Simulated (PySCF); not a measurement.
C₃H₃ClN₂Si, SMILES N#C[SiH](C#N)CCl, geometry in Å:

```xyz
10

N      0.6081     2.8567    -0.8083
C      0.5580     1.7101    -0.6464
Si     0.4610    -0.1166    -0.3796
C      1.6956    -0.5372     0.9375
N      2.4347    -0.8388     1.7785
C     -1.2593    -0.5489     0.2296
Cl    -2.4032    -0.1299    -1.0759
H      0.8203    -0.8211    -1.6308
H     -1.5240     0.0218     1.1315
H     -1.3492    -1.6215     0.4557
```

GIAO shifts, PBE0/6-31G(d) with PySCF 2.14.0, at a PBE0-D3(BJ)/def2-SVP geometry (no frequency check), against TMS for ¹H and NH₃ for ¹⁵N computed at the same level (¹⁵N: a single molecule, while the usual scales start at liquid NH₃ or nitromethane; multiply bonded nitrogen can come out tens of ppm too deshielded). Gas phase, fully decoupled, line heights follow the number of nuclei, widths are arbitrary (no quadrupolar broadening); values of one conformer, averaged over nuclei that symmetry, rotation about single bonds or inversion at nitrogen exchange, these motions taken as fast; other conformers aren't averaged in.

> How many ¹H lines appear, and where?

2 signals.


| δ (ppm) | nuclei | atoms |
| --- | --- | --- |
| 4.54 | 1 | H8 |
| 2.77 | 2 | H9, H10 |

> Which ¹⁵N signals does it give?

1 signal.


```csv
δ (ppm),nuclei,atoms
329.8,2,"N1, N5"
```

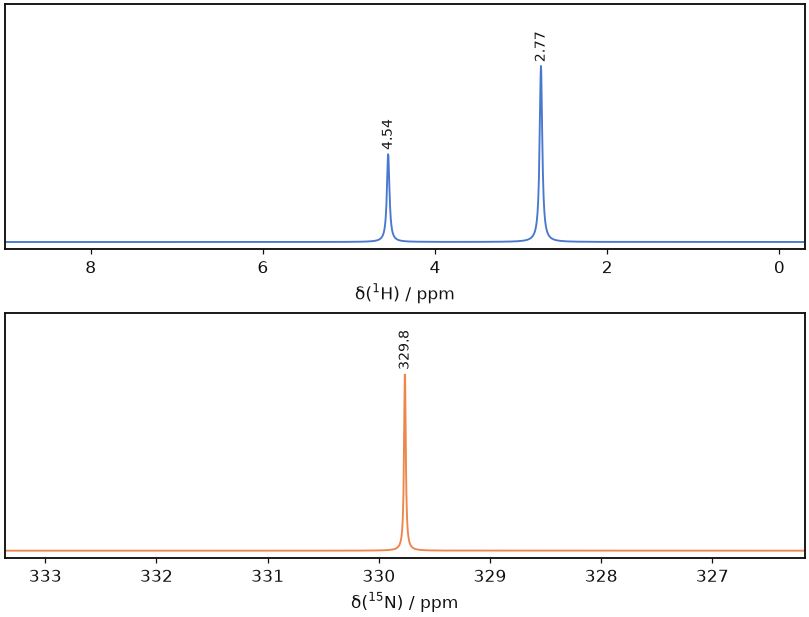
